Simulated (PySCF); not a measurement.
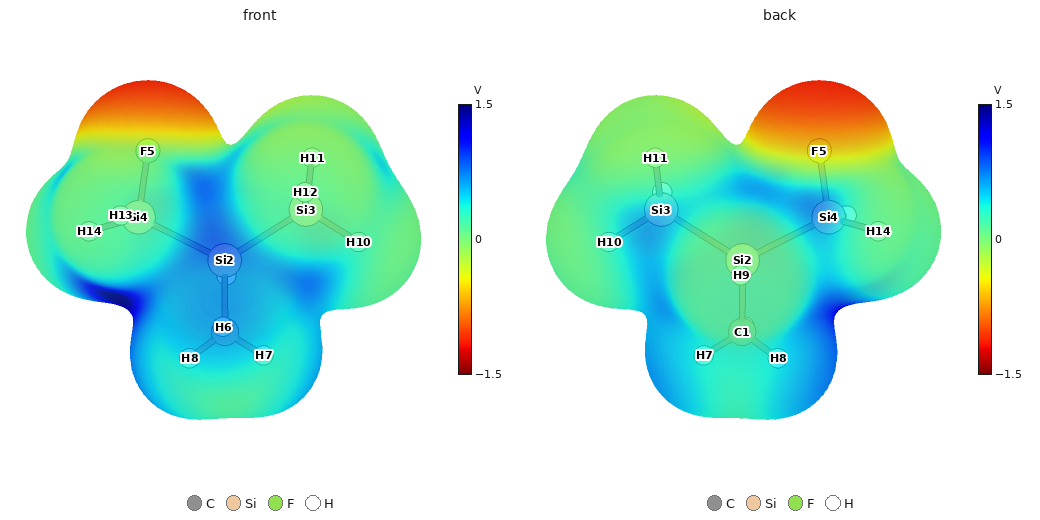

*CH9FSi3. The molecular electrostatic potential painted on the density surface at 0.001 e/bohr³, seen from the front and from behind; red is negative and blue positive.*

Geometry: GFN2-xTB.

All numbers below come from CAM-B3LYP/def2-SVPD, SCF density, gas phase (PySCF).

```xyz
14

C    -0.3046    1.7947   -0.6289
Si   -0.0898   -0.1018   -0.5581
Si   -1.7608   -1.0308    0.7735
Si    2.0957   -0.5287    0.0784
F     2.1010   -2.0619    0.6001
H    -0.1708    2.2489    0.3493
H    -1.2985    2.0598   -0.9768
H     0.4096    2.2572   -1.3046
H    -0.2663   -0.5465   -1.9627
H    -3.1120   -0.6001    0.3944
H    -1.7589   -2.4935    0.7225
H    -1.5955   -0.6532    2.1819
H     2.6006    0.1975    1.2430
H     3.1497   -0.5422   -0.9343
```

Q: Which sites attract a positive test charge, and which a negative one?

A: A positive charge is drawn to the negative regions and a negative charge to the positive ones. The most negative region (about −1.1 V) lies over F5, the most positive (about +1.4 V) over Si4.

Q: How polar is the molecule by this calculation?

A: Its dipole moment is 2.37 D.
